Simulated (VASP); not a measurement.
Band structure of Dy (hcp). All values below come from PBE GGA with D3 dispersion (Becke-Johnson damping), VASP's PBE PAW potentials (set 64) (plane waves; VASP 6.6.1).

The 4f electrons are frozen in the core of the lanthanide potential, so 4f levels, which can set the real gap, and their magnetism are missing.

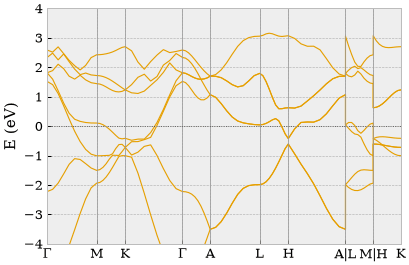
Bands along high-symmetry lines, zero at the valence-band maximum or, without a gap, the Fermi level

Read the plot: is there a gap, and where are the band edges?

It has no gap at this level: it comes out as a metal or semimetal. (Edges off the drawn lines would not show.)

The compound is Dy in the hcp structure. It was relaxed first.
